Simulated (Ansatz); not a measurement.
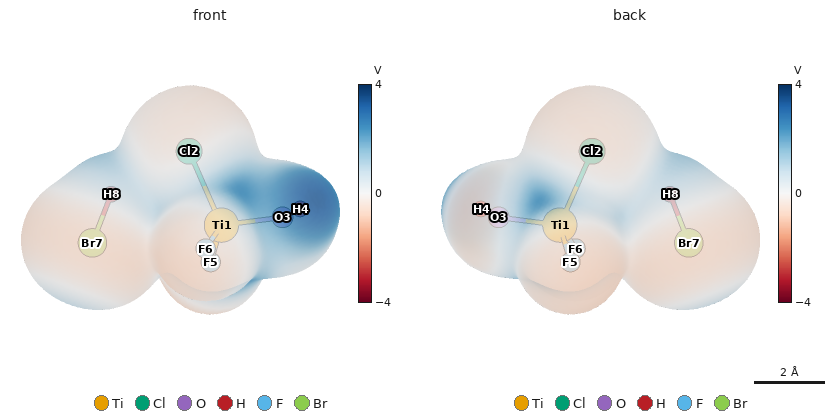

The picture shows: ClF₂HOTi···HBr. The electrostatic potential painted on the density surface at 0.002 e/bohr³, seen from the front and from behind; the colour scale runs from red (negative) to blue (positive).

Not at a stationary point (largest force 1.2 eV/Å).

All numbers below come from RKS revPBE/def2-SVP (Ansatz).

```yaml
atoms:
  - { symbol: Ti, position_ang: [0.1681, -0.0001, -0.0135] }
  - { symbol: Cl, position_ang: [0.3667, -0.0136, 2.3182] }
  - { symbol: O, position_ang: [1.8198, -0.0745, -0.6625] }
  - { symbol: H, position_ang: [2.3454, -0.8883, -0.7880] }
  - { symbol: F, position_ang: [-0.5401, 1.4724, -0.6362] }
  - { symbol: F, position_ang: [-0.6274, -1.4553, -0.5711] }
  - { symbol: Br, position_ang: [-3.3445, 0.0355, 1.3080] }
  - { symbol: H, position_ang: [-2.2009, -0.0283, 2.2871] }
```

Where is the surface potential most negative and most positive?

The most negative region (about −0.7 V) lies over F5, the most positive (about +3.2 V) over H4. Br7 shows a σ-hole: about +0.7 V at the tip opposite its bond, against about −0.4 V on its flanks.
